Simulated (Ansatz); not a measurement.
Consider C$_{4}$H$_{6}$O (SMILES C#COCC).

Input file:

```
crystal:
  periodic: [false, false, false]
  atoms:
    - {symbol: C, position_ang: [-0.603673, 2.043581, -1.993507]}
    - {symbol: C, position_ang: [-0.675568, 1.120751, -1.229759]}
    - {symbol: O, position_ang: [-0.778383, 0.125151, -0.415706]}
    - {symbol: C, position_ang: [0.426279, -0.184019, 0.319573]}
    - {symbol: C, position_ang: [0.132043, -1.356665, 1.210132]}
    - {symbol: H, position_ang: [-0.557255, 2.857783, -2.674082]}
    - {symbol: H, position_ang: [0.713206, 0.703554, 0.890755]}
    - {symbol: H, position_ang: [1.217860, -0.404969, -0.402188]}
    - {symbol: H, position_ang: [-0.669322, -1.120101, 1.911973]}
    - {symbol: H, position_ang: [-0.165357, -2.226307, 0.621913]}
    - {symbol: H, position_ang: [1.025669, -1.615861, 1.781496]}
basis:
  gaussian: {orbitals: def2-TZVPP}
hamiltonian: {xc: pbe0, dispersion: d4}
output: {orbitals: {seedname: orbitals}}
```

Run with:

```sh
ansatz run in.yaml --threads 4 --pin off --events-out ev --progress --plain --max-ram 10444MiB
```

Geometry: PBE0-D4/def2-TZVP.

These are results of RKS PBE0-D4/def2-TZVPP in Ansatz 0.2.0, not measurements.

Question: Predict the electron density and electron localisation function between the atoms.

Answer: C–C (1.20 Å): ρ is about 2.8 e/Å³ halfway; the ELF peaks at about 0.80 between the atoms: a short, multiple covalent bond.
C–O (1.29 Å): ρ is about 2.7 e/Å³ halfway; the ELF peaks at about 0.90 between the atoms (a short, strongly polar bond).
C–H (1.06 Å): ρ at the midpoint is about 2.1 e/Å³; the ELF climbs to about 1 towards the hydrogen, as it does in any bond to H: a covalent bond by its length.
C–O (1.44 Å): the density is about 1.9 e/Å³ at the midpoint, with its minimum of 1.6 e/Å³ about 0.5 Å from C; the ELF peaks at about 0.85 between the atoms, as expected for a shared but strongly polarised pair.

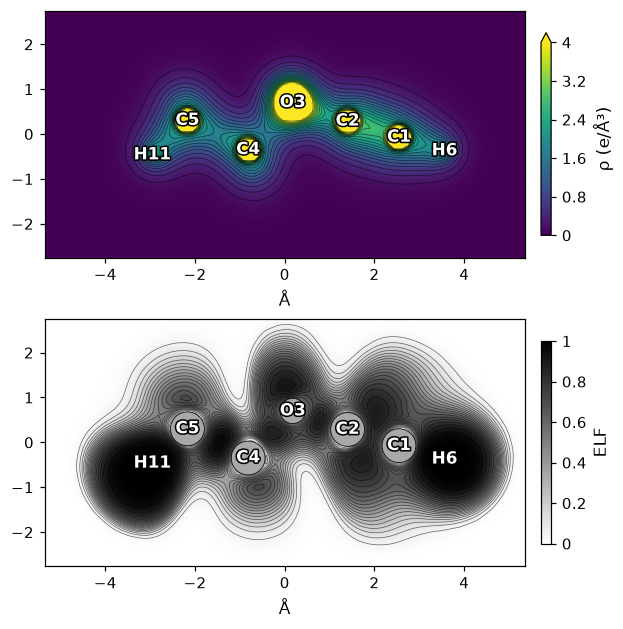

Computed electron density and electron localisation function on the plane of atoms O3, C4 and C5, in this order. Grey discs cover the atomic cores in the ELF map. 
